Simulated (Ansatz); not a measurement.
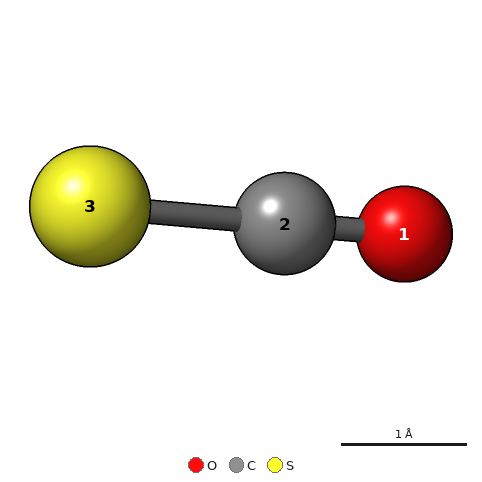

(Drawn from a calculation with Ansatz.)

Charge +1, doublet. Geometry: a fixed input geometry, not necessarily a minimum.

Which atoms are bonded, and how long are the bonds?

```csv
bond,length (Å)
O1–C2,1.033
C2–S3,1.674
```
